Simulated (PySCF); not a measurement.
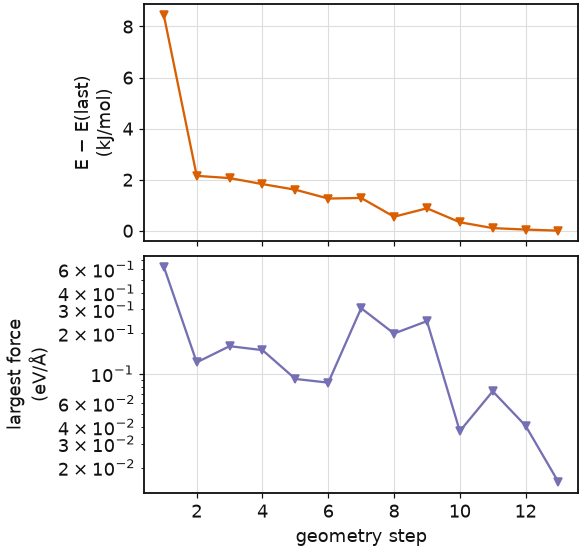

History of a geometry optimisation.

System: C7H8O2 (SMILES COC(=O)C1C=CC=C1).
Method: PySCF 2.14.0, density fitting, PBE0-D3(BJ)/def2-SVP, geometry optimisation.

**How did it end, and what did it gain?**

The optimisation met its thresholds at geometry 13, counting the start as the first. The energy fell by about 8.4 kJ/mol from the first step to the last, with a rise at step 9. The largest force goes from about 0.62 eV/Å at the start to 0.016 eV/Å at the end.
